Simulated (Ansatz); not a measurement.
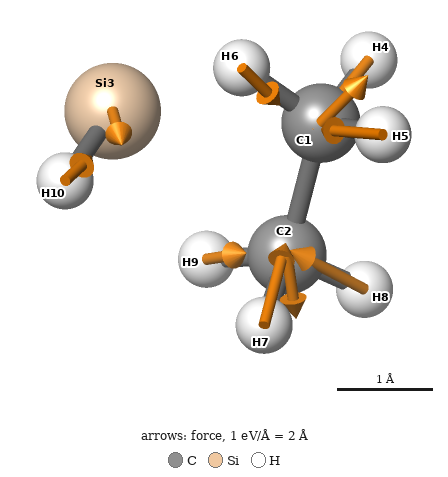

Starting geometry of C$_{2}$H$_{7}$Si (charge +1) with the computed forces as orange arrows. Style: ball-and-stick. Shown at a tilt.

It is one of the separated reactants of a reaction.

These are results of RKS PBE0-D4/def2-TZVP in Ansatz 0.2.0, not measurements. Set-up: force threshold 0.005 eV/Å; at most 200 steps.

**What follows when this structure is relaxed?**

It isn't relaxed: the largest force vector, on H7, is 0.60 eV/Å. The final displacements follow the starting forces only in part (cosine between the two patterns 0.60). The energy falls by 3.48 kJ/mol in 5 geometry steps. The largest force component goes from 0.53 to 0.005 eV/Å. The largest move after the best rigid fit is that of H10, 0.044 Å. By element the largest moves are H 0.044 Å, Si 0.028 Å, C 0.009 Å. Among the contacts that change: C1–Si3 2.344 → 2.309 Å, C2–Si3 2.394 → 2.363 Å, Si3–H6 1.968 → 1.938 Å, Si3–H10 1.535 → 1.513 Å.
